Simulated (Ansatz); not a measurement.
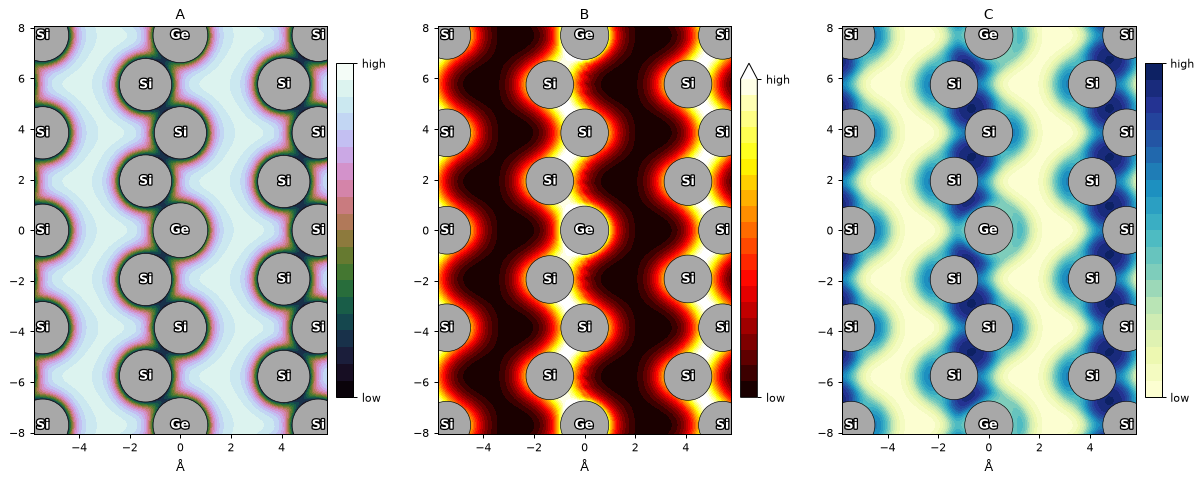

Si₁₅Ge: 3 fields on the (011) plane of the conventional cell, with unlabelled colour scales. Grey discs cover the atomic cores.

Space group F-43m; a generated structure, not necessarily the stable one.

Level of theory: DFT PBEsol, scalar-relativistic, plane waves, PAW in Ansatz 0.2.0.

### The panels show electron localisation function, electrostatic potential energy of an electron and valence pseudo-density in some order. Assign them.

Panel A: electrostatic potential energy of an electron (low next to the atoms, rising into the space between them). Panel B: valence pseudo-density. Panel C: electron localisation function. From the grid: Si–Si (2.36 Å): ρ is about 0.56 e/Å³ halfway; the ELF peaks at about 0.95 between the atoms (a shared electron pair). Si–Ge (2.38 Å): the density is about 0.55 e/Å³ at the midpoint; the ELF peaks at about 0.90 between the atoms, as expected for localised, covalent bonding.
